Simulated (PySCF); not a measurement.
**Frequency calculation, with input and output: In3 (charge +1)**

System: In3, charge +1.
Method: RKS-based PBE0, In def2-TZVP with ECP28; non-relativistic Hamiltonian with a scalar-relativistic core potential; density fitting (PySCF 2.14.0).

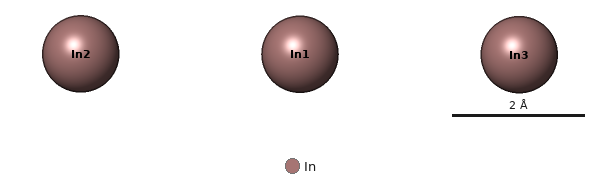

Fig. 1: The structure (ball-and-stick view, seen on its broad side; atoms are numbered from 1 in the order of the input).

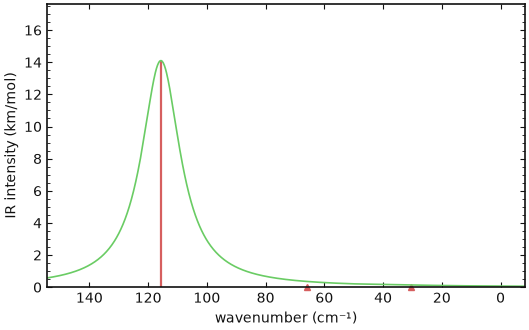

Fig. 2: Harmonic infrared spectrum, unscaled: sticks (degenerate modes added up, dark ones marked on the axis) with a Lorentzian envelope of 16 cm⁻¹ full width, scaled to the tallest stick. 4 modes from 31 to 116 cm⁻¹, none imaginary. The strongest line is at 116 cm⁻¹ (14.1 km/mol). All modes, in cm⁻¹ (km/mol): 31 (0.0), 31 (0.0), 66 (0.0), 116 (14.1).

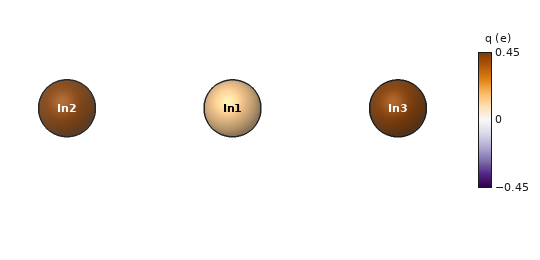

Fig. 3: Mulliken charges, as the colour of each atom (ball-and-stick view, seen on its broad side; atoms are numbered from 1 in the order of the input). By element: In +0.14 to +0.43 e.

These pictures come from the run below.

Input file:
```python
from pyscf import gto, scf, dft
mol = gto.M(atom='''
In    -0.000000     0.000000     0.000000
In     0.000000     0.000000     3.337521
In    -0.000000     0.000000    -3.337521''',
    basis={'In': 'def2-TZVP'},
    ecp={'In': 'def2-TZVP'},
    charge=1, spin=0)
mf = dft.RKS(mol, xc='PBE0')
mf.grids.atom_grid = (75, 302)
aux = {'In': 'def2-universal-JKFIT'}
mf = mf.density_fit(auxbasis=aux)
mf.conv_tol = 1e-09
mf.diis_space = 10
mf.max_cycle = 60
mf.verbose = 4
mf.kernel()
```

The script is an equivalent of the set-up of the self-consistent field. The run itself was carried out by a driver, which started from the orbitals of the step before it where there was one and computed the further properties.

Command:
```bash
OMP_NUM_THREADS=4 python axn.py task.json out
```

What the program printed:
```
init E= -570.242040243704
  HOMO = -0.290321717498637  LUMO = -0.227429131396403  gap/eV = 1.71139
cycle= 1 E= -570.242040243703  delta_E= 1.36e-12  |g|= 8.88e-06  |ddm|= 3.25e-05
  HOMO = -0.290320865751135  LUMO = -0.227427970535703  gap/eV = 1.71140
Extra cycle  E= -570.242040243697  delta_E= 6.14e-12  |g|= 1e-05  |ddm|= 3.56e-05
converged SCF energy = -570.242040243697
```

Results in brief:

```tsv
quantity	value
outcome	converged
total energy	−570.242040 hartree
HOMO	−7.90 eV
LUMO	−6.19 eV
zero-point energy	0.000553 hartree
wavenumbers, lowest and highest	31 and 116 cm⁻¹
hardware	4 threads of Arm Neoverse V2, 24 GiB of memory available, shared host
wall time	29 s (CPU time 97 s)
peak memory	1.2 GiB
```
